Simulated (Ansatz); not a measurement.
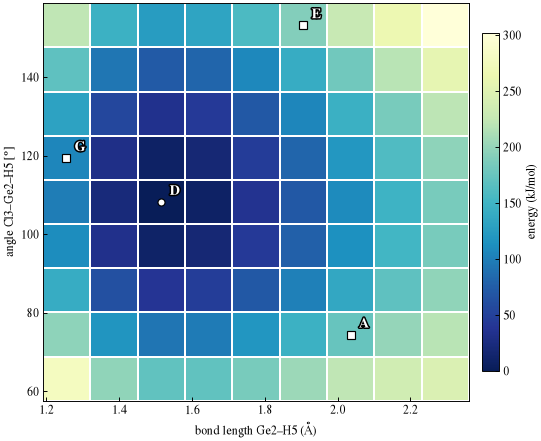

ClGeH2O, SMILES [O][GeH2][Cl], spin multiplicity 2. First axis: bond length Ge2–H5. Second axis: angle Cl3–Ge2–H5. Nothing is relaxed (all other coordinates rigid). The scan uses a 9 × 9 grid. Energies are in kJ/mol, from the lowest grid point. All numbers below come from UKS PBE0-D4/def2-TZVP in Ansatz 0.2.0.

Drawn: one coloured cell a grid point, lettered points.

> Is D the lowest point of the computed grid?

Yes. D, at bond length Ge2–H5 = 1.516 Å, angle Cl3–Ge2–H5 = 108.2°, has the lowest energy of the grid.

> What kind of point is each of A, D: minimum, saddle, maximum or slope?

A: on a slope; D: minimum. (In these two coordinates alone; a stationary point may lie a little off the grid point.)

> Rank the lettered points by energy, lowest first.

D (0 kJ/mol), G (106 kJ/mol), A (174 kJ/mol), E (190 kJ/mol).
